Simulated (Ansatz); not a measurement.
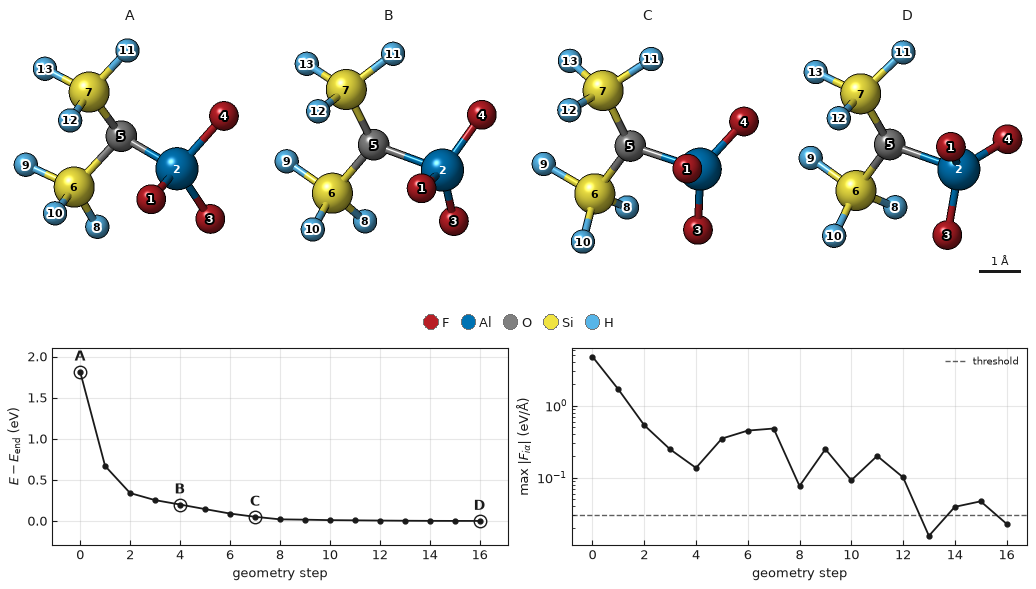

Frames of a relaxation of AlSi2H6OF3 (coarse preliminary run), marked on the history of the run. The picture is a ball-and-stick view, seen at a tilt.

The start comes from a force field.

Level of theory: RKS PBE-D4/def2-SVP in Ansatz. Set-up: force threshold 0.03 eV/Å; at most 200 steps.

> Describe the path.

Over 16 geometry steps the energy falls by 1.816 eV. Largest force component: 4.8 eV/Å at the start, 0.023 eV/Å at the end. The forces were under the threshold at step 13, but the run went on from there. F1 moves most after the best rigid fit: 1.43 Å. By element the largest moves are F 1.43 Å, H 0.90 Å, O 0.54 Å, Si 0.38 Å, Al 0.18 Å. Among the contacts that change: Si6–Si7 2.775 → 3.149 Å, Al2–F3 1.827 → 1.693 Å, F1–Al2 1.820 → 1.692 Å, Al2–F4 1.802 → 1.674 Å. Among the angles between lasting bonds that change: Si6–O5–Si7 105.4° → 127.3°, F3–Al2–O5 110.2° → 95.4°, F1–Al2–O5 109.9° → 95.6°. From step 0 to 4: H10 moves most (0.47 Å), energy −1.617 eV. From step 4 to 7: F atoms move most (0.56 Å), energy −0.149 eV. From step 7 to 16: F4 moves most (0.58 Å), energy −0.050 eV.
